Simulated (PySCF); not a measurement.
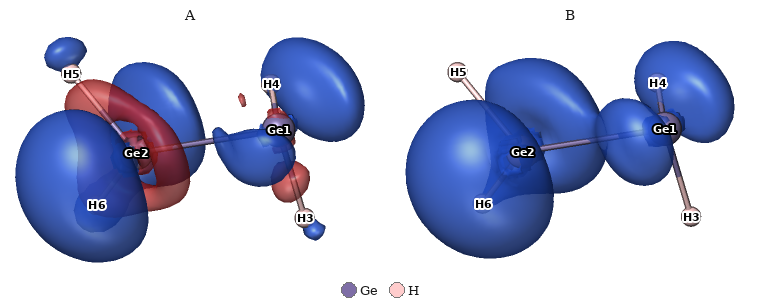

Figure 1: Ge2H4, SMILES `[GeH2]=[GeH2]`. The Fukui function f⁺ from two separate SCF calculations and the density of the LUMO, at ±0.02 e/Å³ (blue positive, red negative).

PySCF calculation, LDA (SVWN)/def2-TZVP, gas phase; geometry: GFN2-xTB. This is a single-reference result, which may miss multireference character in this system. No frequency check shows the geometry to be a minimum. GFN2-xTB bond lengths at metals and heavier atoms can be off by up to 0.1 Å and shapes distorted, which carries into these values.

The calculation's input:

```python
import numpy as np
from pyscf import gto, scf, dft
from pyscf.scf import atom_ks, atom_hf
from scipy.linalg import block_diag

def solve(mol, dm0=None, hcore=None):
    mf = (dft.UKS if mol.spin else dft.RKS)(mol, xc='svwn')
    mf.grids.level = 3
    mf = mf.density_fit(auxbasis='def2-universal-jkfit')
    mf.conv_tol, mf.max_cycle = 1e-8, 80
    if hcore is not None:
        mf.get_hcore = lambda *args: hcore
    mf.kernel(dm0)
    if not mf.converged:
        mf = mf.newton().run(mf.mo_coeff, mf.mo_occ, max_cycle=30)
    assert mf.converged, 'SCF not converged'
    return mf

mol = gto.M(atom='''
Ge     1.27524     0.04012     0.02905
Ge    -1.19077    -0.00842     0.04695
H      1.12671    -1.54560    -0.18764
H      0.59564     0.20613    -1.48415
H     -2.04419     1.28949    -0.32911
H     -2.38112    -0.96443    -0.43099
''', basis='def2-tzvp', charge=0, spin=0, verbose=4)
mf = solve(mol)
out = dict(e0=mf.e_tot, dm0=mf.make_rdm1(), c=mf.mo_coeff, occ=mf.mo_occ, eps=mf.mo_energy)
for name, dq, spin in [('cation', 1, 1), ('anion', -1, 1)]:
    ion = mol.copy().set(charge=mol.charge + dq, spin=spin).build()
    mi = solve(ion)
    if spin and dq > 0 and mol.nao < 130:
        c, _, stable, _ = mi.stability(return_status=True)
        if not stable:
            mi = solve(ion, mi.make_rdm1(c, mi.mo_occ))
    print(name, 'vertical energy change / eV', (mi.e_tot - mf.e_tot) * 27.211386)
    out.update({'e_' + name: mi.e_tot, 'dm_' + name: mi.make_rdm1(), 's2_' + name: mi.spin_square()[0], 'eps_' + name: mi.mo_energy, 'occ_' + name: mi.mo_occ})
# spherically averaged free atoms, for the promolecule
atm = atom_ks.get_atm_nrks(mol, xc='svwn')
pro = block_diag(*[(atm[a[0]][2] * atm[a[0]][3]) @ atm[a[0]][2].T for a in mol._atom])
np.savez('result.npz', pro=pro, **out)
```

Run with:

```sh
OMP_NUM_THREADS=1 python input.py
```

The run took 95 s on 1 thread of AMD EPYC 9R45 96-Core Processor (Zen 5) (shared host), peak memory 0.28 GiB.

Partitions, critical points and surface values were worked out afterwards from this run's density.

### Which panel is which, and how good is the frozen-orbital picture?

A is f⁺ (it has negative regions), B the LUMO density. The LUMO lies on Ge2 (64 %), Ge1 (18 %) and H4 (8 %); f⁺ (Hirshfeld-condensed) is largest on Ge2 (0.42) and Ge1 (0.28); the vertical electron affinity is 1.28 eV (the stability of the anion's solution wasn't checked; the anion's highest orbital has positive energy, so this value and f⁺ depend on the basis). Relaxation shifts 22 % of the electron between atoms. The orbital energy is −4.03 eV.
